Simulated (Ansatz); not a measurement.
Input file:

```
basis:
  gaussian:
    orbitals: def2-TZVPD
crystal:
  periodic: [false, false, false]
  atoms:
    - {symbol: B, position_ang: [-1.126649, 1.210582, 0.517924]}
    - {symbol: B, position_ang: [-0.481347, -0.831321, -1.124356]}
    - {symbol: O, position_ang: [-0.520659, 2.416082, 0.297929]}
    - {symbol: O, position_ang: [-0.806669, 0.178434, -0.301988]}
    - {symbol: H, position_ang: [0.450224, -1.555253, -0.826561]}
    - {symbol: H, position_ang: [-1.132158, -0.996169, -2.139198]}
    - {symbol: H, position_ang: [-0.812142, 3.093177, 0.934516]}
    - {symbol: H, position_ang: [-1.932020, 1.026366, 1.409033]}
magnetization:
  spin_polarized: false
hamiltonian:
  xc: pbe0
output: {forces: true, orbitals: {seedname: orbitals}}
```

Launched as:

```sh
ansatz run input.yaml --threads 1 --pin off --max-ram 2610MiB --events-out events.jsonl --progress --plain --runs-dir runs
```

Geometry: BLYP-D3(BJ)/def2-SVP.

These are results of isolated molecule in a Gaussian basis; Kohn-Sham density functional theory, functional PBE0 (Ansatz), not measurements.

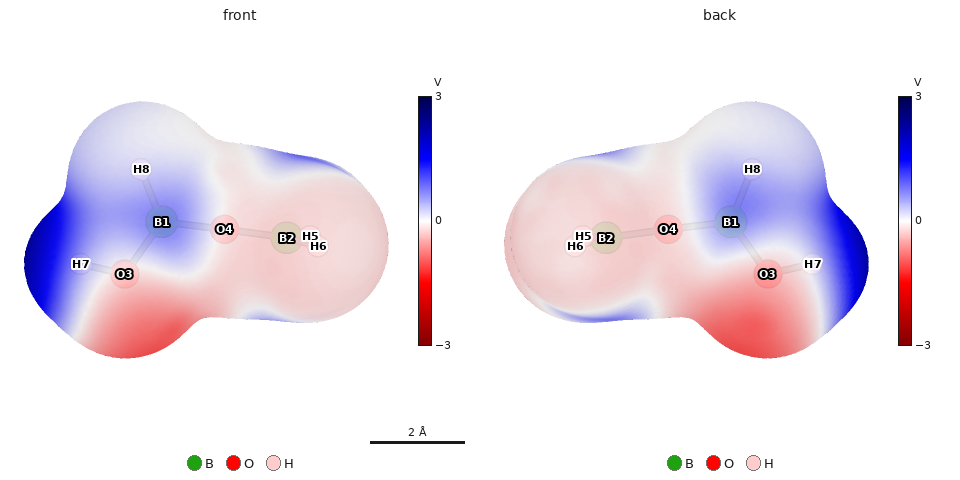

B2H4O2 (SMILES BOBO). The molecular electrostatic potential painted on the density surface at 0.001 e/bohr³, seen from the front and from behind; red is negative and blue positive.

Describe the electrostatic potential map.

The most negative region (about −1.0 V, or −23 kcal/mol for a unit charge) lies over O3, the most positive (about +2.2 V, or +51 kcal/mol for a unit charge) over H7. O3 is the likeliest acceptor of a hydrogen bond.
